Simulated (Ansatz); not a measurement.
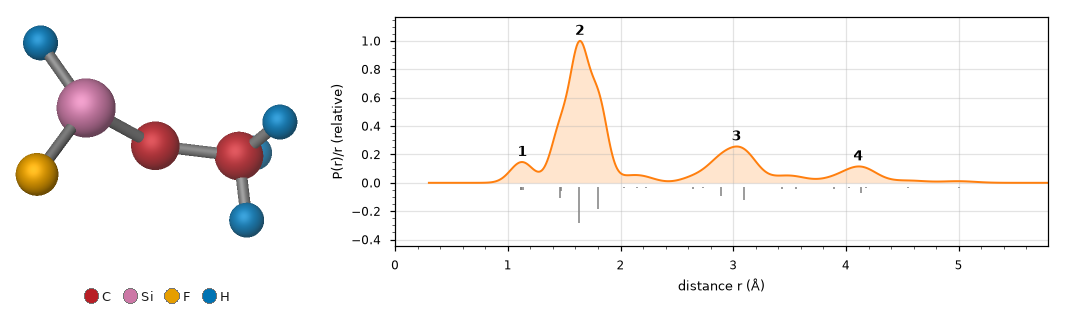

Simulated gas electron diffraction: radial distribution curve of C2H4FSi (charge +1, ignored in the scattering factors). Each pair of atoms contributes with weight ZᵢZⱼ/r (bars below the curve); damping constant 0.002 Å²; vibrational amplitudes assumed, not computed: 0.05 Å for bonds, 0.078 Å for bonds to H, 0.06 + 0.015 r up to 0.15 Å for other pairs. The geometry is the end point of an optimisation (Ansatz, RKS PBE-D4/STO-3G); it may be a saddle point or a higher isomer. SMILES: C[C+]=[SiH]F.

**Assign the numbered peaks of the radial distribution curve (– bonded, ··· not bonded).**

Peak 1, 1.13 Å: C–H 1.12–1.14 Å (×3)
Peak 2, 1.64 Å: C–C 1.47 Å, Si–F 1.64 Å, Si–C 1.80 Å, not resolved
Peak 3, 3.03 Å: F···C 2.89 Å, Si···C 3.09 Å, not resolved
Peak 4, 4.11 Å: Si···H 3.89 Å, F···C 4.13 Å, F···H 4.18 Å, not resolved; in its flanks F···H 4.55 Å
